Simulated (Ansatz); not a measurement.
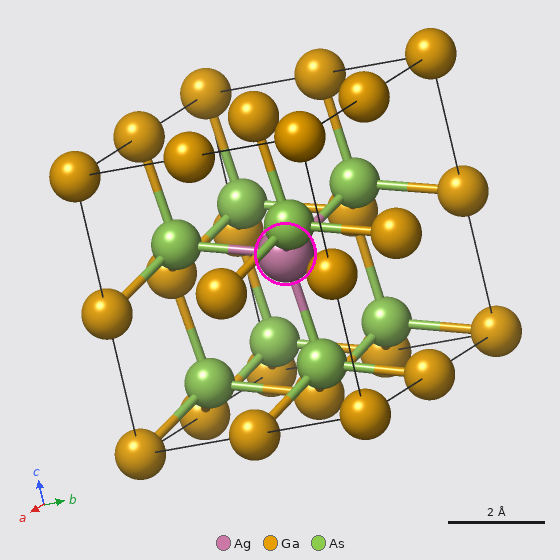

The figure gives a ball-and-stick picture of the atoms, viewed slightly off an axis. The supercell is drawn as a box. The host is GaAs, in a cell of 16 sites, and the cell carries a charge of -1. A ring marks the defect's site.

### Where does the cell differ from the host, and how?

Silver on a gallium site (a substitutional impurity). It is bonded to four As in a tetrahedral arrangement at about 2.4 Å.

Theory: DFT LDA, scalar-relativistic, plane waves, PAW (Ansatz). Numerical settings: a kinetic-energy cutoff of 420 eV, 3×3×3 k-mesh, Gaussian smearing of 0.02 eV, collinear spins.

### Is there a net spin in the supercell?

Yes, 0.4 μB in the cell.

The atoms were relaxed in the host's cell with DFT LDA, scalar-relativistic, plane waves, PAW in Ansatz.
